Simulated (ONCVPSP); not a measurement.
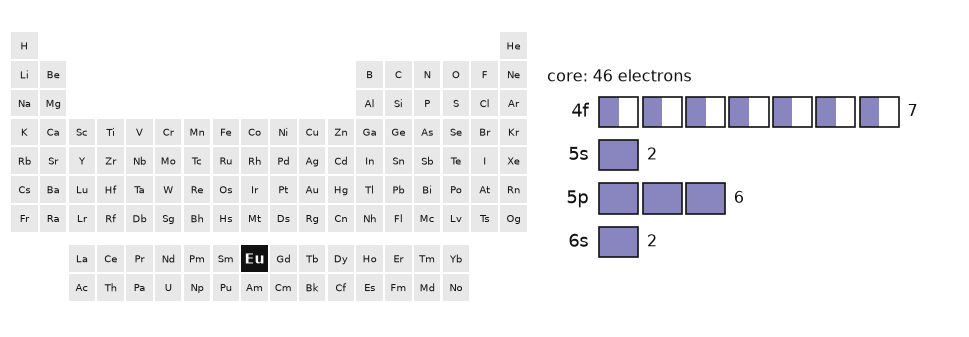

Left, the place of europium in the periodic table; right, the valence shells of the reference configuration: a box for each of the 2l + 1 orbitals, shaded by the share of the shell that is filled, with the electron count at the right.

## Pseudopotential generation, with input and output: Eu

- system: europium (Eu, Z = 63), core [Kr] 4d10, reference valence 4f7 5s2 5p6 6s2, valence charge 17.
- method: ONCV potential, LDA (Perdew-Wang 92), fully relativistic, made with ONCVPSP 4.0.1

### What the run reported

- outcome: refused by the program
- hardware: 1 CPU thread, shared host

### What went wrong

The generator stopped with the message “relatom: ldiracfb convergence ERROR n,l,kap,iter,ierr= 4 3 -4 4 -1”.

### Input
```
# ATOM AND REFERENCE CONFIGURATION
# atsym  z   nc   nv     iexc    psfile
  Eu 63.00    9    4  -001012      upf
#
#   n    l    f
    1    0    2.00
    2    0    2.00
    2    1    6.00
    3    0    2.00
    3    1    6.00
    3    2   10.00
    4    0    2.00
    4    1    6.00
    4    2   10.00
    4    3    7.00
    5    0    2.00
    5    1    6.00
    6    0    2.00
#
# PSEUDOPOTENTIAL AND OPTIMIZATION
# lmax
    3
#
#   l,   rc,      ep,       ncon, nbas, qcut
    0    2.30    0.00    3    7    6.80
    1    1.55    0.00    5   10    5.60
    2    2.10    0.05    3    8    5.30
    3    0.75    0.00    4    8   15.70
#
# LOCAL POTENTIAL
# lloc, lpopt,  rc(5),   dvloc0
    4    5    0.70    0.00
#
# VANDERBILT-KLEINMAN-BYLANDER PROJECTORs
# l, nproj, debl
    0    2    0.70
    1    1    0.40
    2    1    1.50
    3    1    2.10
#
# MODEL CORE CHARGE
# icmod, fcfact, rcfact
    0    0.00    0.00
#
# LOG DERIVATIVE ANALYSIS
# epsh1, epsh2, depsh
   -3.00    5.00    0.02
#
# OUTPUT GRID
# rlmax, drl
    6.00    0.01
#
# TEST CONFIGURATIONS
# ncnf
    4
# nvcnf
#   n    l    f
    4
    4    3    7.00
    5    0    2.00
    5    1    6.00
    6    0    1.00
#
    4
    4    3    7.00
    5    0    2.00
    5    1    6.00
    6    0    0.00
#
    4
    4    3    6.00
    5    0    2.00
    5    1    6.00
    6    0    0.00
#
    4
    4    3    7.00
    5    0    2.00
    5    1    6.00
    6    0    1.50
#
```

Run as:
```bash
oncvpspr.x < Eu.dat > Eu.out
```

### Log (extracts)
```
ONCVPSP  (Optimized Norm-Conservinng Vanderbilt PSeudopotential)
relativistic version 4.0.1

ONCVPSP  (Optimized Norm-Conservinng Vanderbilt PSeudopotential)
relativistic version 4.0.1 03/01/2019

While it is not required under the terms of the GNU GPL, it is
suggested that you cite D. R. Hamann, Phys. Rev. B 88, 085117 (2013)
in any publication utilizing these pseudopotentials.

LXC   Exchange
LXC     Slater exchange (LDA)
LXC     [1] P. A. M. Dirac,  Math. Proc. Cambridge Philos. Soc. 26, 376 (1930)
LXC   Correlation
LXC     Perdew & Wang (LDA)

relatom: ldiracfb convergence ERROR n,l,kap,iter,ierr=   4   3  -4   4  -1
```
